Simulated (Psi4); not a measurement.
## Interaction calculation, with input and output: BSiH3F2 (part 2 of 2)

Continued. System: BSiH3F2, SMILES BF.F[SiH]. Method: SAPT2+(3)DMP2/jun-cc-pVDZ, RHF (Psi4 1.11). 

Geometry of the input (Å):
```
B  -0.0412  0.0111  -0.0257
F  1.0473  -0.2817  0.6550
H  -1.0264  -0.6341  0.1913
H  0.0203  0.9046  -0.8205
F  -4.7926  -1.4375  -4.3914
Si -4.0897  -1.4040  -5.8418
H  -3.3836  -0.0474  -5.6565
```

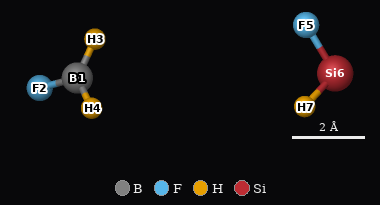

The input geometry (ball-and-stick view, seen at a tilt; atoms are numbered from 1 in the order of the input).

## Log, continued
```
 ------------------------------------------------------------------------------------

 L = 1.  Multiply by 2.5417464519 to convert [e a0] to [Debye]
 Dipole X            :        -15.8885755           15.5214545           -0.3671210
 Dipole Y            :          4.2730434           -4.1744050            0.0986383
 Dipole Z            :         -9.9369086            9.7073908           -0.2295178
 Magnitude           :                                                    0.4440560

 ------------------------------------------------------------------------------------

	total time  =          0 seconds =       0.00 minutes

  //>>>>>>>>>>>>>>>>>>>>>>>>>>>>>>>>>>>//
  //               DFMP2               //
  //<<<<<<<<<<<<<<<<<<<<<<<<<<<<<<<<<<<//

   => Auxiliary Basis Set <=

  Basis Set: (JUN-CC-PVDZ AUX)
    Blend: JUN-CC-PVDZ-RI
    Number of shells: 108
    Number of basis functions: 322
    Number of Cartesian functions: 373
    Spherical Harmonics?: true
    Max angular momentum: 3

	 --------------------------------------------------------
	                 NBF =    91, NAUX =   322
	 --------------------------------------------------------
	   CLASS    FOCC     OCC    AOCC    AVIR     VIR    FVIR
	   PAIRS       2       8       6      83      83       0
	 --------------------------------------------------------

	 Will attempt to load fitting metric from file 97.

	-----------------------------------------------------------
	 ==================> DF-MP2 Energies <====================
	-----------------------------------------------------------
	 Reference Energy          =    -125.3288782438107347 [Eh]
	 Singles Energy            =      -0.0000000000000000 [Eh]
	 Same-Spin Energy          =      -0.0663823177478823 [Eh]
	 Opposite-Spin Energy      =      -0.2118627252753220 [Eh]
	 Correlation Energy        =      -0.2782450430232044 [Eh]
	 Total Energy              =    -125.6071232868339393 [Eh]
	-----------------------------------------------------------
	 ================> DF-SCS-MP2 Energies <==================
	-----------------------------------------------------------
	 SCS Same-Spin Scale       =       0.3333333333333333 [-]
	 SCS Opposite-Spin Scale   =       1.2000000000000000 [-]
	 SCS Same-Spin Energy      =      -0.0221274392492941 [Eh]
	 SCS Opposite-Spin Energy  =      -0.2542352703303864 [Eh]
	 SCS Correlation Energy    =      -0.2763627095796805 [Eh]
	 SCS Total Energy          =    -125.6052409533904211 [Eh]
	-----------------------------------------------------------

	total time  =          0 seconds =       0.00 minutes

  //>>>>>>>>>>>>>>>>>>>>>>>>>>>>>>>>>>>//
  //            Monomer B HF           //
  //<<<<<<<<<<<<<<<<<<<<<<<<<<<<<<<<<<<//

  ==> Geometry <==

    Molecular point group: c1
    Full point group: C1

    Geometry (in Angstrom), charge = 0, multiplicity = 1:

       Center              X                  Y                   Z               Mass
    ------------   -----------------  -----------------  -----------------  -----------------
      Gh(B)          -0.041200000000     0.011050000000    -0.025730000000    11.009305360000
      Gh(F)           1.047300000000    -0.281650000000     0.654980000000    18.998403162730
      Gh(H)          -1.026400000000    -0.634050000000     0.191280000000     1.007825032230
      Gh(H)           0.020300000000     0.904650000000    -0.820520000000     1.007825032230
         F           -4.792620000000    -1.437520000000    -4.391350000000    18.998403162730
         SI          -4.089700000000    -1.404010000000    -5.841820000000    27.976926534650
         H           -3.383570000000    -0.047420000000    -5.656450000000     1.007825032230

  Running in c1 symmetry.

  Rotational constants: A =      0.44987  B =      0.00712  C =      0.00706 [cm^-1]
  Rotational constants: A =  13486.68926  B =    213.44494  C =    211.53249 [MHz]
  Nuclear repulsion =   48.194571865231111

  Charge       = 0
  Multiplicity = 1
  Electrons    = 24
  Nalpha       = 12
  Nbeta        = 12

  ==> Iterations <==

                           Total Energy        Delta E     RMS |[F,P]|

   @DF-RHF iter SAD:  -388.20002026200228   -3.88200e+02   0.00000e+00
   @DF-RHF iter   1:  -388.91765257579880   -7.17632e-01   3.35591e-03 ADIIS/DIIS
   @DF-RHF iter   2:  -388.93892667057850   -2.12741e-02   2.36850e-03 ADIIS/DIIS
   @DF-RHF iter   3:  -388.95330260116793   -1.43759e-02   1.52811e-04 ADIIS/DIIS
   @DF-RHF iter   4:  -388.95349613781644   -1.93537e-04   2.20972e-05 DIIS
   @DF-RHF iter   5:  -388.95350201868769   -5.88087e-06   5.52825e-06 DIIS
   @DF-RHF iter   6:  -388.95350244085529   -4.22168e-07   1.14865e-06 DIIS
   @DF-RHF iter   7:  -388.95350245865689   -1.78016e-08   2.69270e-07 DIIS
   @DF-RHF iter   8:  -388.95350245969553   -1.03864e-09   5.04294e-08 DIIS
   @DF-RHF iter   9:  -388.95350245973367   -3.81419e-11   9.97614e-09 DIIS
  Energy and wave function converged.

  ==> Post-Iterations <==

    Orbital Energies [Eh]
    ---------------------

    Doubly Occupied:

       1A    -68.856490     2A    -26.303509     3A     -6.196647
       4A     -4.299595     5A     -4.299036     6A     -4.296060
       7A     -1.599294     8A     -0.763130     9A     -0.676948
      10A     -0.660521    11A     -0.567377    12A     -0.354460

    Virtual:

      13A      0.004465    14A      0.038038    15A      0.049483
      16A      0.054446    17A      0.055830    18A      0.060006
      19A      0.075803    20A      0.085676    21A      0.104417
      22A      0.167077    23A      0.206582    24A      0.209112
      25A      0.213823    26A      0.242221    27A      0.252405
      28A      0.280428    29A      0.283207    30A      0.291018
      31A      0.302882    32A      0.307856    33A      0.310621
      34A      0.368265    35A      0.454968    36A      0.458090
      37A      0.475203    38A      0.501720    39A      0.513996
      40A      0.537446    41A      0.570400    42A      0.599652
      43A      0.621219    44A      0.631551    45A      0.664410
      46A      0.887955    47A      0.913389    48A      1.060542
      49A      1.068653    50A      1.077196    51A      1.089138
      52A      1.193699    53A      1.201194    54A      1.307418
      55A      1.332722    56A      1.395456    57A      1.519087
      58A      1.540581    59A      1.648031    60A      1.654626
      61A      1.718654    62A      1.727713    63A      1.785386
      64A      1.837891    65A      1.954859    66A      1.994299
      67A      2.153513    68A      2.234616    69A      2.273366
      70A      2.418909    71A      2.565024    72A      2.626282
      73A      2.674713    74A      3.566970    75A      3.970172
      76A      3.972846    77A      4.021563    78A      4.046196
      79A      4.064257    80A      4.092662    81A      4.273331
      82A      5.775077    83A      5.801588    84A      5.970807
      85A      6.120438    86A      6.497395    87A      7.158211
      88A      7.169809    89A      7.399470    90A     12.358766
      91A     42.879717

    Final Occupation by Irrep:
              A
    DOCC [    12 ]
    NA   [    12 ]
    NB   [    12 ]

  @DF-RHF Final Energy:  -388.95350245973367

   => Energetics <=

    Nuclear Repulsion Energy =             48.1945718652311115
    One-Electron Energy =                -636.5500122731568808
    Two-Electron Energy =                 199.4019379481921419
    Total Energy =                       -388.9535024597336701

Computation Completed

Properties will be evaluated at   0.000000,   0.000000,   0.000000 [a0]

Properties computed using the SCF density matrix

 Multipole Moments:

 ------------------------------------------------------------------------------------
     Multipole            Electronic (a.u.)      Nuclear  (a.u.)        Total (a.u.)
 ------------------------------------------------------------------------------------

 L = 1.  Multiply by 2.5417464519 to convert [e a0] to [Debye]
 Dipole X            :        196.3948901         -196.1024547            0.2924354
 Dipole Y            :         61.8270487          -61.6830040            0.1440447
 Dipole Z            :        239.4842111         -239.9273390           -0.4431279
 Magnitude           :                                                    0.5501179

 ------------------------------------------------------------------------------------

	total time  =          3 seconds =       0.05 minutes

  //>>>>>>>>>>>>>>>>>>>>>>>>>>>>>>>>>>>//
  //               DFMP2               //
  //<<<<<<<<<<<<<<<<<<<<<<<<<<<<<<<<<<<//

   => Auxiliary Basis Set <=

  Basis Set: (JUN-CC-PVDZ AUX)
    Blend: JUN-CC-PVDZ-RI
    Number of shells: 108
    Number of basis functions: 322
    Number of Cartesian functions: 373
    Spherical Harmonics?: true
    Max angular momentum: 3

	 --------------------------------------------------------
	                 NBF =    91, NAUX =   322
	 --------------------------------------------------------
	   CLASS    FOCC     OCC    AOCC    AVIR     VIR    FVIR
	   PAIRS       6      12       6      79      79       0
	 --------------------------------------------------------

	 Will attempt to load fitting metric from file 97.

	-----------------------------------------------------------
	 ==================> DF-MP2 Energies <====================
	-----------------------------------------------------------
	 Reference Energy          =    -388.9535024597336701 [Eh]
	 Singles Energy            =      -0.0000000000000000 [Eh]
	 Same-Spin Energy          =      -0.0656702073173836 [Eh]
	 Opposite-Spin Energy      =      -0.2083876237828297 [Eh]
	 Correlation Energy        =      -0.2740578311002133 [Eh]
	 Total Energy              =    -389.2275602908338783 [Eh]
	-----------------------------------------------------------
	 ================> DF-SCS-MP2 Energies <==================
	-----------------------------------------------------------
	 SCS Same-Spin Scale       =       0.3333333333333333 [-]
	 SCS Opposite-Spin Scale   =       1.2000000000000000 [-]
	 SCS Same-Spin Energy      =      -0.0218900691057945 [Eh]
	 SCS Opposite-Spin Energy  =      -0.2500651485393957 [Eh]
	 SCS Correlation Energy    =      -0.2719552176451902 [Eh]
	 SCS Total Energy          =    -389.2254576773788699 [Eh]
	-----------------------------------------------------------

	total time  =          1 seconds =       0.02 minutes
  Constructing Basis Sets for SAPT...

   => Loading Basis Set <=

    Name: (JUN-CC-PVDZ AUX)
    Role: RIFIT
    Keyword: DF_BASIS_SAPT

   => Loading Basis Set <=

    Name: (JUN-CC-PVDZ AUX)
    Role: JKFIT
    Keyword: DF_BASIS_ELST

  //>>>>>>>>>>>>>>>>>>>>>>>>>>>>>>>>>>>//
  //           SAPT2+(3)DMP2           //
  //<<<<<<<<<<<<<<<<<<<<<<<<<<<<<<<<<<<//

      SAPT2+(3)
     6 June 2009

      Orbital Information
  --------------------------
    NSO        =        91
    NMO        =        91
    NRI        =       322
    NOCC A     =         8
    NOCC B     =        12
    FOCC A     =         2
    FOCC B     =         6
    NVIR A     =        83
    NVIR B     =        79

    Estimated memory usage: 41.6 MB

    Natural Orbital Cutoff:   1.000E-06
    Disp(T3) Truncation:            Yes
    CCD (vv|vv) Truncation:         Yes
    MBPT T2 Truncation:             Yes

    Monomer A: 46 virtual orbitals dropped
    Monomer B: 46 virtual orbitals dropped

    Elst10,r            =     0.000012991318 [Eh]
    Exch10 (S^2)        =     0.000000038623 [Eh]
    Exch10              =     0.000000038623 [Eh]
    Ind20,r (A<-B)      =    -0.000001054583 [Eh]
    Ind20,r (B<-A)      =    -0.000000557152 [Eh]
    Ind20,r             =    -0.000001611735 [Eh]
    Exch-Ind20,r (A<-B) =     0.000000000956 [Eh]
    Exch-Ind20,r (B<-A) =     0.000000013084 [Eh]
    Exch-Ind20,r        =     0.000000014040 [Eh]
    Disp20              =    -0.000022675079 [Eh]
    Disp20 (NO)         =    -0.000022502975 [Eh]
    Exch-Disp20         =     0.000000002782 [Eh]
    Elst12,r            =     0.000008782009 [Eh]
    Exch11              =    -0.000000000137 [Eh]
    Exch12              =    -0.000000004583 [Eh]
    Ind22               =     0.000000536420 [Eh]
    Disp21              =    -0.000000617467 [Eh]
    Disp22 (SDQ)        =     0.000000018713 [Eh]

    (i =   1 of   6)          0 seconds
    (i =   2 of   6)          0 seconds
    (i =   3 of   6)          0 seconds
    (i =   4 of   6)          0 seconds
    (i =   5 of   6)          0 seconds
    (i =   6 of   6)          0 seconds

    Disp220 (T)         =    -0.000001354661 [Eh]

    (i =   1 of   6)          0 seconds
    (i =   2 of   6)          0 seconds
    (i =   3 of   6)          0 seconds
    (i =   4 of   6)          0 seconds
    (i =   5 of   6)          0 seconds
    (i =   6 of   6)          0 seconds

    Disp202 (T)         =    -0.000001575960 [Eh]

    Disp22 (T)          =    -0.000002930622 [Eh]

    Est. Disp220 (T)    =    -0.000001365022 [Eh]
    Est. Disp202 (T)    =    -0.000001588014 [Eh]

    Est. Disp22 (T)     =    -0.000002953035 [Eh]
    Elst13,r            =    -0.000007887046 [Eh]
    Disp30              =     0.000000003321 [Eh]

    SAPT Results
  --------------------------------------------------------------------------------------------------------
    Electrostatics                  0.01388628 [mEh]       0.00871377 [kcal/mol]       0.03645843 [kJ/mol]
      Elst10,r                      0.01299132 [mEh]       0.00815218 [kcal/mol]       0.03410870 [kJ/mol]
      Elst12,r                      0.00878201 [mEh]       0.00551079 [kcal/mol]       0.02305716 [kJ/mol]
      Elst13,r                     -0.00788705 [mEh]      -0.00494920 [kcal/mol]      -0.02070744 [kJ/mol]

    Exchange                        0.00003390 [mEh]       0.00002127 [kcal/mol]       0.00008901 [kJ/mol]
      Exch10                        0.00003862 [mEh]       0.00002424 [kcal/mol]       0.00010140 [kJ/mol]
      Exch10(S^2)                   0.00003862 [mEh]       0.00002424 [kcal/mol]       0.00010140 [kJ/mol]
      Exch11(S^2)                  -0.00000014 [mEh]      -0.00000009 [kcal/mol]      -0.00000036 [kJ/mol]
      Exch12(S^2)                  -0.00000458 [mEh]      -0.00000288 [kcal/mol]      -0.00001203 [kJ/mol]

    Induction                      -0.00189647 [mEh]      -0.00119005 [kcal/mol]      -0.00497917 [kJ/mol]
      Ind20,r                      -0.00161174 [mEh]      -0.00101138 [kcal/mol]      -0.00423161 [kJ/mol]
      Ind22                         0.00053642 [mEh]       0.00033661 [kcal/mol]       0.00140837 [kJ/mol]
      Exch-Ind20,r                  0.00001404 [mEh]       0.00000881 [kcal/mol]       0.00003686 [kJ/mol]
      Exch-Ind22                   -0.00000467 [mEh]      -0.00000293 [kcal/mol]      -0.00001227 [kJ/mol]
      delta HF,r (2)               -0.00083791 [mEh]      -0.00052580 [kcal/mol]      -0.00219994 [kJ/mol]
      delta MP2,r (2)               0.00000740 [mEh]       0.00000464 [kcal/mol]       0.00001942 [kJ/mol]

    Dispersion                     -0.02622076 [mEh]      -0.01645378 [kcal/mol]      -0.06884261 [kJ/mol]
      Disp20                       -0.02267508 [mEh]      -0.01422883 [kcal/mol]      -0.05953341 [kJ/mol]
      Disp30                        0.00000332 [mEh]       0.00000208 [kcal/mol]       0.00000872 [kJ/mol]
      Disp21                       -0.00061747 [mEh]      -0.00038747 [kcal/mol]      -0.00162116 [kJ/mol]
      Disp22 (SDQ)                  0.00001871 [mEh]       0.00001174 [kcal/mol]       0.00004913 [kJ/mol]
      Disp22 (T)                   -0.00293062 [mEh]      -0.00183899 [kcal/mol]      -0.00769435 [kJ/mol]
      Est. Disp22 (T)              -0.00295304 [mEh]      -0.00185306 [kcal/mol]      -0.00775319 [kJ/mol]
      Exch-Disp20                   0.00000278 [mEh]       0.00000175 [kcal/mol]       0.00000731 [kJ/mol]

  Total HF                          0.01059433 [mEh]       0.00664804 [kcal/mol]       0.02781542 [kJ/mol]
  Total SAPT0                      -0.01207796 [mEh]      -0.00757904 [kcal/mol]      -0.03171069 [kJ/mol]
  Total SAPT2                      -0.00276893 [mEh]      -0.00173753 [kcal/mol]      -0.00726982 [kJ/mol]
  Total SAPT2+                     -0.00632072 [mEh]      -0.00396631 [kcal/mol]      -0.01659504 [kJ/mol]
  Total SAPT2+(3)                  -0.01420444 [mEh]      -0.00891342 [kcal/mol]      -0.03729376 [kJ/mol]
  Total SAPT2+dMP2                 -0.00631332 [mEh]      -0.00396167 [kcal/mol]      -0.01657563 [kJ/mol]
  Total SAPT2+(3)dMP2              -0.01419705 [mEh]      -0.00890878 [kcal/mol]      -0.03727434 [kJ/mol]

  Special recipe for scaled SAPT0 (see Manual):
    Electrostatics sSAPT0           0.01299132 [mEh]       0.00815218 [kcal/mol]       0.03410870 [kJ/mol]
    Exchange sSAPT0                 0.00003862 [mEh]       0.00002424 [kcal/mol]       0.00010140 [kJ/mol]
    Induction sSAPT0               -0.00243561 [mEh]      -0.00152837 [kcal/mol]      -0.00639469 [kJ/mol]
    Dispersion sSAPT0              -0.02267230 [mEh]      -0.01422708 [kcal/mol]      -0.05952611 [kJ/mol]
  Total sSAPT0                     -0.01207796 [mEh]      -0.00757904 [kcal/mol]      -0.03171069 [kJ/mol]
  --------------------------------------------------------------------------------------------------------

	total time  =          3 seconds =       0.05 minutes

Warning! sapt2+(3)dmp2 does not have an associated derived wavefunction. The returned wavefunction is the dimer SCF wavefunction.

[set-up sections that repeat, and orbital energies of the middle runs, are left out above]
```
